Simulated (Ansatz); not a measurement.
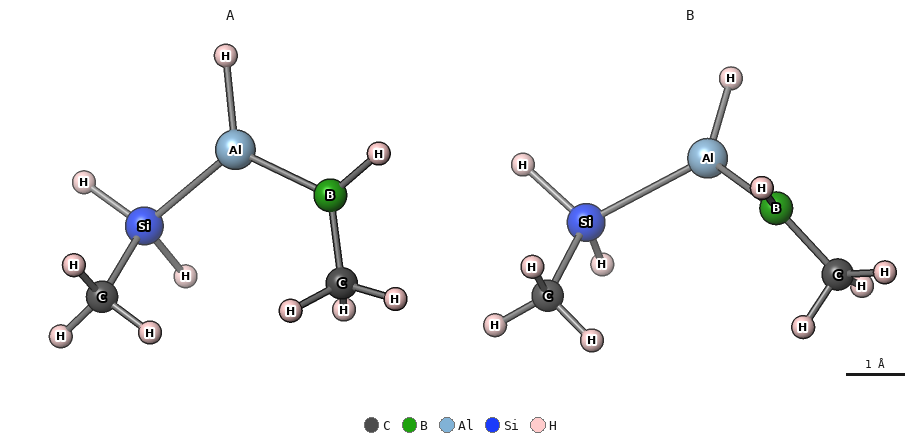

Two geometries of C₂H₁₀AlBSi (coarse preliminary run), drawn at one scale. One is the start of a relaxation, the other its converged end. A ball-and-stick model, seen at a tilt.

Theory: Ansatz 0.2.0, RKS PBE-D4/def2-SVP. Set-up: force threshold 0.03 eV/Å; at most 200 steps.

Question: Which of the two is the end point?

Answer: Structure B is the relaxed one. The start comes from a force field. The energy falls by 0.697 eV in 21 accepted moves (22 points after the start). Largest force component: 2.7 eV/Å at the start, 0.025 eV/Å at the end. The line search rejected the trial step at point 14 of the run. The forces were under the threshold at step 20, but the run went on from there. The largest move after the best rigid fit is that of an H atom, 1.70 Å. By element the largest moves are H 1.70 Å, C 0.65 Å, B 0.41 Å, Al 0.41 Å, Si 0.32 Å. Near-neighbour distances that change, for instance: Al–Si 2.294 → 2.478 Å, H–Si 1.423 → 1.513 Å, Al–B 2.059 → 2.123 Å, C–H 1.163 → 1.121 Å. Bond angles that change, for instance: C–B–Al 119.0° → 127.7°, B–C–H 108.0° → 102.1°, H–Si–H 110.4° → 105.5°. Groups turn about Al–B by about 85°, Al–Si by about 40°, B–C by about 35°. The run took 40 s on 4 threads of Arm Neoverse V1 (shared host).
